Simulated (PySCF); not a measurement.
Input file:

```
{"job": {"kind": "inter", "xc": "wB97M-D3(BJ)", "basis": "def2-TZVPD", "pairs": false}, "charge": 0, "multiplicity": 1, "parts": [{"atoms": "0-4", "charge": 0, "multiplicity": 1}, {"atoms": "5-10", "charge": 0, "multiplicity": 1}]}
C     -0.231749     0.022378     0.104000
F      1.138798    -0.127289     0.056296
H     -0.549133     0.036674     1.155654
H     -0.503112     0.968003    -0.386354
H     -0.699496    -0.815841    -0.429263
C      0.005170    -1.950360    -3.281209
C      0.484323    -0.708014    -3.261446
H      0.411522    -2.728357    -2.630212
H     -0.807513    -2.241397    -3.950526
H      1.294429    -0.421455    -2.587444
H      0.080798     0.069259    -3.914862
```

Run with:

```sh
OMP_NUM_THREADS=1 python cluster_run.py task.json out
```

Geometry: PBE0-D3(BJ)/def2-SVPD.

Method: wB97M-D3(BJ)/def2-TZVPD, SCF density, gas phase in PySCF.

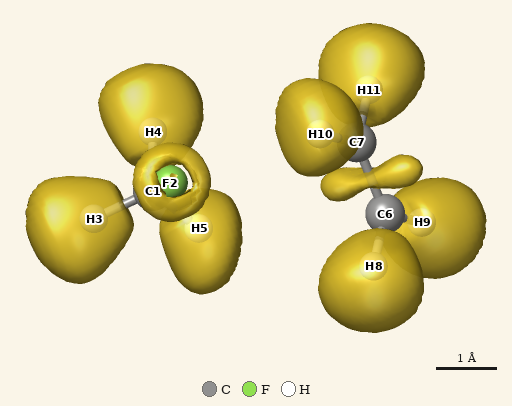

CH3F···C2H4 (SMILES CF.C=C). Isosurface of the ELF at 0.85 (yellow), seen across its widest extent. Only the valence region is drawn (cores and ρ < 0.01 e/Å³ removed).

### What do the ELF domains correspond to?

The ELF exceeds this value in one region between bonded C–C atoms (shared pairs), seven regions around hydrogen nuclei and one region wrapped around F (its lone pairs, merged into a ring or cap).

Values along the shortest contacts:
C1···C7 (3.52 Å): the ELF dips to about 0 between them (a non-bonded, intermolecular contact). C–C (1.33 Å): the ELF peaks at about 0.95 between the atoms (a multiple bond).
